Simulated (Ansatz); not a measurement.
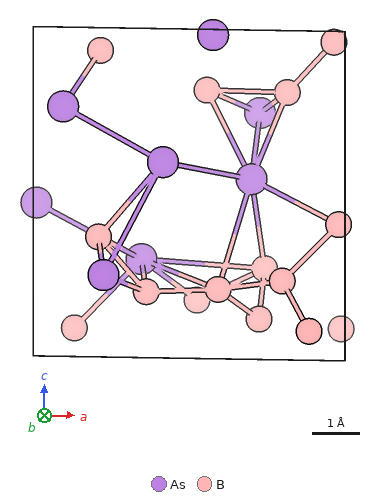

Starting frame of a dynamics run of an amorphous cell of composition B15As8 (23 atoms in the cell). It starts from the last geometry of an earlier run, with fresh velocities. Style: ball-and-stick. Shown: the simulation cell, along the b axis. Bonds to atoms that aren't drawn are left out.

Method: DFT PBE, scalar-relativistic, plane waves, PAW in Ansatz.

The input:
```yaml
crystal:
  lattice:
    - [6.752397, -0.082159, -0.056534]
    - [-0.082159, 6.543973, 0.045556]
    - [-0.056534, 0.045556, 7.130764]
  atoms:
    - { symbol: As, position: [0.723375084, 0.9089200478, 0.7447564182] }
    - { symbol: As, position: [0.3430606642, 0.6941035998, 0.295091087] }
    - { symbol: As, position: [0.5727327934, 0.2025020945, 0.9790947039] }
    - { symbol: As, position: [0.0060175262, 0.7455229073, 0.4616639739] }
    - { symbol: As, position: [0.091677922, 0.2588429728, 0.7549752949] }
    - { symbol: As, position: [0.2213062875, 0.1024040382, 0.2448511643] }
    - { symbol: As, position: [0.4119768329, 0.214174247, 0.590545536] }
    - { symbol: As, position: [0.6961749913, 0.5448689256, 0.5430971717] }
    - { symbol: B, position: [0.55326854, 0.6414534793, 0.8114880393] }
    - { symbol: B, position: [0.7946074512, 0.3057250041, 0.2353476575] }
    - { symbol: B, position: [0.5211206081, 0.9095785489, 0.1734007621] }
    - { symbol: B, position: [0.7381418161, 0.7930845209, 0.2721695581] }
    - { symbol: B, position: [0.983557479, 0.9272232784, 0.0929332804] }
    - { symbol: B, position: [0.960260597, 0.4869526822, 0.9630666886] }
    - { symbol: B, position: [0.7200691362, 0.5897089251, 0.1187503873] }
    - { symbol: B, position: [0.3582796579, 0.4249320317, 0.1963272048] }
    - { symbol: B, position: [0.8108701413, 0.5895292387, 0.8080181947] }
    - { symbol: B, position: [0.5889001871, 0.3906899072, 0.206858062] }
    - { symbol: B, position: [0.2116888746, 0.4977436354, 0.9269251086] }
    - { symbol: B, position: [0.8806872709, 0.1094091185, 0.0840120728] }
    - { symbol: B, position: [0.1276391769, 0.7108405657, 0.0829476177] }
    - { symbol: B, position: [0.2052889491, 0.3539264476, 0.3606544402] }
    - { symbol: B, position: [0.9753776412, 0.3499804681, 0.4093451512] }
  symmetry: { detect: false }
basis:
  ecutwfc: 420
  xc_grid: 1
kpoints:
  mp_grid: { grid: [1, 1, 1], shift: [0.25, 0.25, 0.25] }
hamiltonian:
  xc: pbe
scf:
  occupations: { method: fermi_dirac, width: 0.2482 }
  lower_state_search: "off"
  convergence: { dr2_threshold: 1.0e-05 }
output:
  forces: true
  stress: true
md:
  timestep: 1.5
  n_steps: 158
  ensemble: nvt_langevin
  friction: 0.03
  temperature: 2880.0
  initial_velocities: maxwell_boltzmann
  seed: 93939
```

Launched with:
```bash
ansatz run input.yaml --threads 2 --pin off --max-ram 5120MiB --backend cpu --events-out ev --progress --plain --runs-dir out
```

> What does the trajectory do?

Over the second half the temperature averages 3142 K (spread ±391 K). The potential energy in the second half lies on average 30.0 meV per atom below the first frame. The mean pressure there is 5.4 GPa. Root-mean-square distances from the starting positions over the second half, with the common drift of all atoms taken out: B 1.38 Å, As 0.76 Å. That is a large part of the typical shortest distance between atoms in the first frame, about 1.7 Å and still growing: the atoms leave their places as in a liquid. Bond changes: 28 B–B bonds form between 19.5 fs and 234 fs; 20 As–B bonds break between 28 fs and 237 fs; 19 B–B bonds break between 39 fs and 237 fs; 12 As–B bonds form between 56 fs and 231 fs; one As–B contact opens and closes in turn.

Along the run (each row but the first and the last is the mean over the interval that it begins):

```
time (fs)  potential energy (meV/atom)  T (K)  p (GPa)
      0.0                          0.0   2755      6.2
     39.0                        -57.7   2811      3.0
     78.0                        -80.9   3823      9.7
    117.0                        -33.1   3274      4.3
    156.0                        -72.4   3074      5.5
    195.0                         12.8   3031      6.1
    234.0                         -5.2   3779      9.0
```

The paths of the atoms:

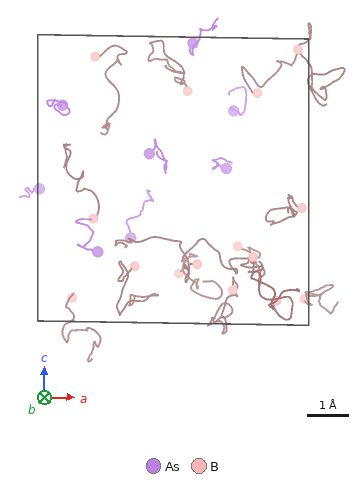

Limits of the set-up: the periodic images lie only 6.5 Å apart, so the values are limited by the cell's size.
